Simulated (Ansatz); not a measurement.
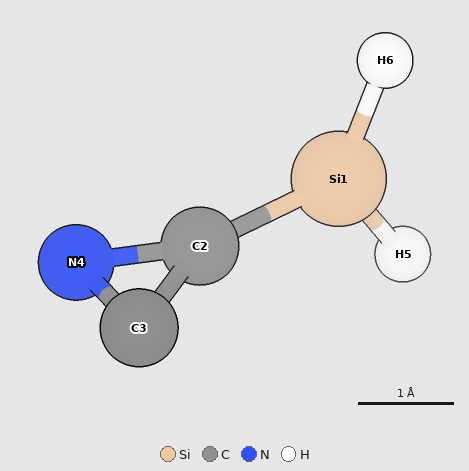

**Figure 1.** The input geometry (ball-and-stick view, seen at a tilt; atoms are numbered from 1 in the order of the input). Bond lengths as drawn: C–C 1.46 Å, C–N 1.32 to 1.33 Å, C–Si 1.77 Å and H–Si 1.47 Å.

C₂H₂NSi (charge +1): single-point calculation

- system: C₂H₂NSi, charge +1
- method: RKS PBE0-D4/def2-TZVPP (Ansatz 0.2.0)

The geometry is a minimum found at another level. The geometry comes from this level: PBE0-D4/def2-TZVP.

## Log
```
Functional definition: PBE0
  name "PBE0"
  cite "Adamo & Barone, J. Chem. Phys. 110, 6158 (1999) doi:10.1063/1.478522"
  cite "Perdew, Burke & Ernzerhof, Phys. Rev. Lett. 77, 3865 (1996) doi:10.1103/PhysRevLett.77.3865"
  parent pbe
  parameter a = 0.25
  parameter kappa = 0.804
  parameter beta = 0.06672455060314922
  exchange = (1 - a)*pbe_x(kappa = kappa, mu = beta*pi^2/3) + a*exact_x
  correlation = pbe_c(beta = beta)
924 factors; their error is unknown
mean field evaluation 1: about -11442.3551 eV, gradient 6.7e1 eV
mean field evaluation 2: about -11300.1354 eV, gradient 1.9e2 eV
mean field evaluation 4: about -11452.0395 eV, gradient 2.8e1 eV
mean field evaluation 8: about -11454.0840 eV, gradient 2.5e-1 eV
mean field evaluation 16: about -11454.1057 eV, gradient 7.0e-5 eV
mean field -11454.10566697 eV, -420.9306193895 hartree, gradient 7.0e-5 eV, S^2 0.000000; 0 other end points of the search recorded, 0 dependent functions left out
reference -11454.10569633 eV, -420.9306204683 hartree; 17, 17 occupied and 146, 146 virtual orbitals, 924 factors
Total energy: -11454.19666834 eV, -420.9339636282 hartree
```

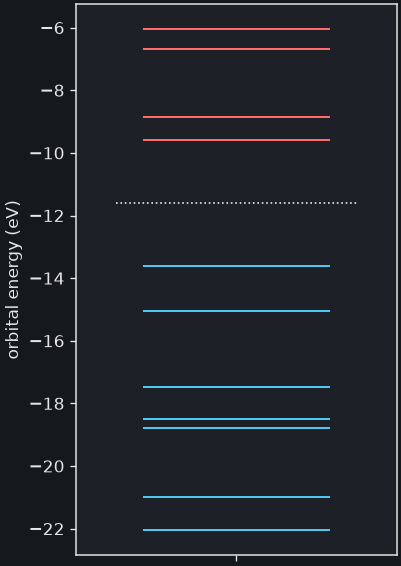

**Figure 2.** Orbital energies near the frontier; the dotted line parts filled from empty levels, and levels within 0.02 eV of each other stand side by side. Highest filled −13.62 eV, lowest empty −9.58 eV, 4.04 eV apart.

The run was set up as follows.

## The input
```yaml
crystal:
  periodic: [false, false, false]
  atoms:
    - {symbol: Si, position_ang: [-0.816963, 0.692158, 0.109423]}
    - {symbol: C, position_ang: [0.481720, -0.504081, -0.065422]}
    - {symbol: C, position_ang: [1.894994, -0.825411, -0.249643]}
    - {symbol: N, position_ang: [0.934312, -1.737866, -0.130430]}
    - {symbol: H, position_ang: [-1.415819, 1.195261, -1.135115]}
    - {symbol: H, position_ang: [-1.078235, 1.179950, 1.471187]}
basis:
  gaussian: {orbitals: def2-TZVPP}
total_charge: 1
hamiltonian: {xc: pbe0, dispersion: d4}
output: {orbitals: {seedname: orbitals}}
```

Run as:
```bash
ansatz run in.yaml --threads 2 --pin off --events-out ev --progress --plain --max-ram 4352MiB
```

## Results in brief

| quantity | value |
| --- | --- |
| outcome | converged |
| total energy | −11454.1967 eV |
| mean-field energy | −11454.1057 eV |
| dispersion energy | −0.0910 eV |
| SCF solution under orbital rotations | stable |
| HOMO | −13.62 eV |
| LUMO | −9.58 eV |
| hardware | 2 threads of Arm Neoverse V2, 23 GiB of memory available, shared host |
| wall time | 1.9 s (CPU time 3.5 s) |
| peak memory | 0.29 GiB |
